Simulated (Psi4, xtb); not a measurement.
Interaction energy of BF3 ··· Li+ (SMILES FB(F)F and [Li+]) (charge +1). Monomers: optimised at B3LYP-D3(BJ) (def2-TZVP), held rigid. Orientation: lowest of the rigid-body minima from ten starts at GFN2-xTB (searched outside a hard wall at short contacts). The monomers approach along the line of their centres of mass (distance R); nothing else relaxes. The shortest distances reach bonding range, where SAPT0 and rigid monomers are unreliable.

Geometry at R = 3.08 Å (first 4 atoms: monomer A):
```
5

F      1.1244    -0.3884    -0.5617
B      0.0000     0.0002     0.0002
F     -0.9956    -0.8494     0.1334
F     -0.1288     1.2376     0.4281
Li     2.6137    -0.9367    -1.3360
```

Methods: SAPT0/jun-cc-pVDZ, all electrons correlated (Psi4); GFN1-xTB (xtb); PBE-D3(BJ)/def2-TZVP, counterpoise-corrected (Psi4); HF/aug-cc-pVTZ, counterpoise-corrected (Psi4); PBE0-D3(BJ)/def2-TZVP, counterpoise-corrected (Psi4).

Interaction energies in kcal/mol (negative: bound); R is the distance of the centres of mass, d the F1···Li5 distance.

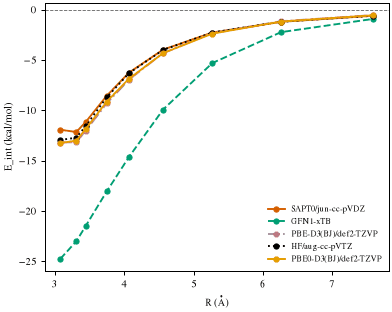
Interaction energy against separation.

```
R / Å  d / Å  SAPT0/jun-cc-pVDZ  GFN1-xTB  PBE-D3(BJ)/def2-TZVP  HF/aug-cc-pVTZ  PBE0-D3(BJ)/def2-TZVP
-----  -----  -----------------  --------  --------------------  --------------  ---------------------
3.08    1.77             -11.94    -24.77                -13.21          -12.96                 -13.26
3.31    2.00             -12.17    -23.03                -13.18          -12.74                 -13.03
3.45    2.14             -11.15    -21.46                -12.02          -11.54                 -11.83
3.75    2.44              -8.56    -18.06                 -9.32           -8.71                  -9.14
4.07    2.76              -6.27    -14.64                 -6.97           -6.32                  -6.87
4.56    3.25              -3.99     -9.94                 -4.34           -4.01                  -4.33
5.27    3.96              -2.29     -5.32                 -2.35           -2.29                  -2.40
6.26    4.95              -1.22     -2.25                 -1.16           -1.21                  -1.20
7.59    6.28              -0.62     -0.93                 -0.55           -0.61                  -0.57
```

Lowest grid point: SAPT0/jun-cc-pVDZ -12.17 kcal/mol at R = 3.31 Å; GFN1-xTB -24.77 kcal/mol at R = 3.08 Å; PBE-D3(BJ)/def2-TZVP -13.21 kcal/mol at R = 3.08 Å; HF/aug-cc-pVTZ -12.96 kcal/mol at R = 3.08 Å; PBE0-D3(BJ)/def2-TZVP -13.26 kcal/mol at R = 3.08 Å.
